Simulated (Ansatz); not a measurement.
System: Rb2TcF6.

Space group P-3m1; not relaxed (largest force 0.4 eV/Å); the calculation finds a residual pressure of about 4 GPa at this fixed cell. It comes out metallic: the primitive cell's electron count is odd and spin wasn't tried, so the real compound may order its spins or charges.

```
Rb Tc F
1.0
     5.94900    0.00000    0.00000
    -2.97450    5.15199    0.00000
     0.00000    0.00000    4.75900
Rb Tc F
2 1 6
Direct
  0.33333 0.66667 0.30030
  0.66667 0.33333 0.69970
  0.00000 0.00000 0.00000
  0.31370 0.15685 0.22290
  0.84315 0.15685 0.22290
  0.84315 0.68630 0.22290
  0.15685 0.31370 0.77710
  0.15685 0.84315 0.77710
  0.68630 0.84315 0.77710
```

These are results of Ansatz, DFT PBE, scalar-relativistic, plane waves, PAW, not measurements.

What will a map of ρ − Σ ρ(atoms) show?

F–Tc (1.93 Å): Δρ is −0.06 e/Å³ at the midpoint (close to a masked core, so read it with care). F–Rb (2.91 Å): Δρ is −0.009 e/Å³ at the midpoint, so little or no bond charge builds up halfway. Over the whole cell, outside the masked cores, the largest gain lies at the edge of the masked core of F, and the largest loss lies at the edge of the masked core of Tc. The rearranged charge, half the integral of |Δρ|, is about 0.20 e an atom. Bader charges: Rb +0.91, Tc +2.21 and F −0.67 e.

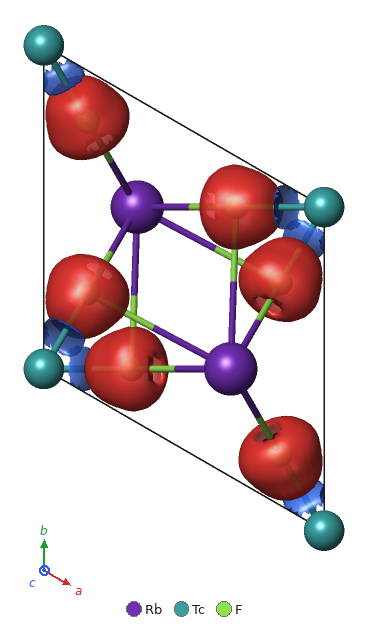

Computed deformation density: red surfaces at +0.06 and blue ones at −0.06 e/Å³, in the conventional cell seen along the c axis (the regions close to the nuclei are left out).

Cores are masked to 1.0 Å (Rb), 0.9 Å (Tc) and 0.6 Å (F).

In a PAW calculation such maps are meaningful between the atoms, not at the nuclei.

Run time: 99 s on 1 thread of Arm Neoverse V1, on a shared host, peak memory 0.64 GiB.
